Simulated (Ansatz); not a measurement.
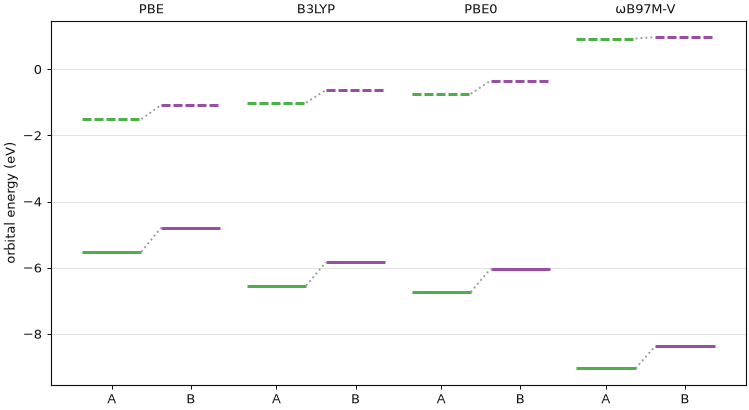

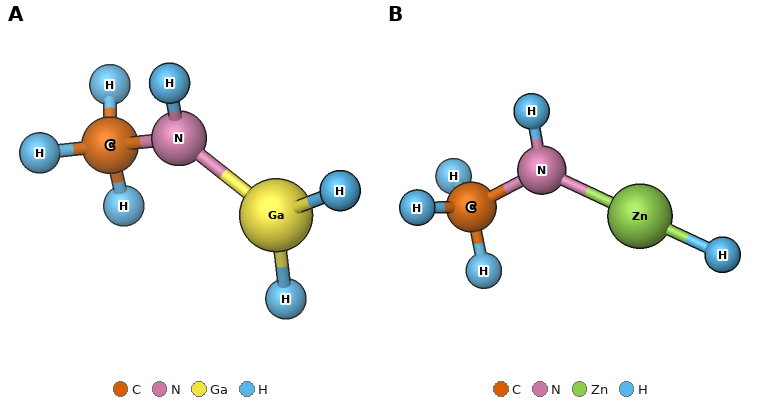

One change: A, CH₆GaN (SMILES C[NH][GaH2]), becomes B, CH₅NZn (SMILES C[NH][ZnH]). GaH₂ on N is replaced by ZnH. HOMO (solid) and LUMO (dashed) computed in def2-TZVPP at PBE0-D4/def2-TZVP geometries, both minima by their frequencies, gas phase, the Ansatz code 0.2.0. Empty levels above zero depend strongly on the basis.

What does the change do to HOMO and LUMO?

PBE: the HOMO rises by 0.73 eV, the LUMO rises by 0.42 eV, and the separation goes from 4.01 to 3.70 eV. B3LYP: the HOMO rises by 0.70 eV, the LUMO rises by 0.38 eV, and the separation goes from 5.53 to 5.21 eV. PBE0: the HOMO rises by 0.70 eV, the LUMO rises by 0.40 eV, and the separation goes from 5.99 to 5.68 eV. ωB97M-V: the HOMO rises by 0.67 eV, the LUMO rises by 0.04 eV, and the separation goes from 9.97 to 9.34 eV.

Do the functionals agree on the effect?

They agree on the direction for both levels; the HOMO shift lies between 0.67 and 0.73 eV and the LUMO shift between 0.04 and 0.42 eV, while the separations themselves differ by up to 6.0 eV between functionals.
